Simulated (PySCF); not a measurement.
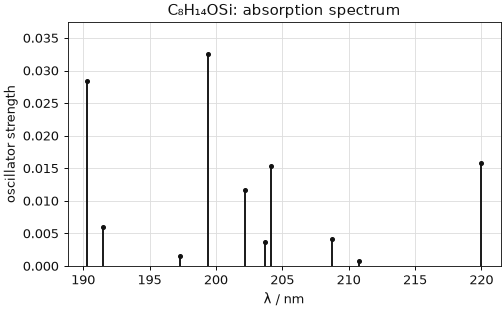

Computed absorption of C₈H₁₄OSi (Si(vinyl)3(OEt)), SMILES C=C[Si](C=C)(C=C)OCC. Vertical TDDFT excitations, B3LYP/def2-SVPD with PySCF 2.14.0, at a PBE0-D3(BJ)/def2-SVP geometry (no frequency check), gas phase. The lowest 10 singlet states are shown.

Where is the lowest singlet, and is it bright?

Answer. S1 lies at 5.64 eV (220 nm) with f = 0.016, mainly HOMO → LUMO (93 %); it is weak.

List the transitions behind the spectrum.

Answer.
```tsv
state	E (eV)	λ (nm)	f	main character
S1	5.64	220	0.016	HOMO → LUMO (93 %)
S2	5.88	211	0.001	HOMO → LUMO+1 (67 %)
S3	5.94	209	0.004	HOMO−2 → LUMO (27 %)
S4	6.07	204	0.015	HOMO−1 → LUMO (27 %)
S5	6.09	204	0.004	HOMO−3 → LUMO (62 %)
S6	6.13	202	0.012	HOMO−1 → LUMO+1 (53 %)
S7	6.22	199	0.033	HOMO−2 → LUMO+2 (24 %)
S8	6.28	197	0.002	HOMO → LUMO+2 (68 %)
S9	6.47	192	0.006	HOMO−4 → LUMO (52 %)
S10	6.52	190	0.028	HOMO−3 → LUMO+2 (34 %)
```

Note: one conformer of a flexible molecule; core orbitals are frozen in the response.
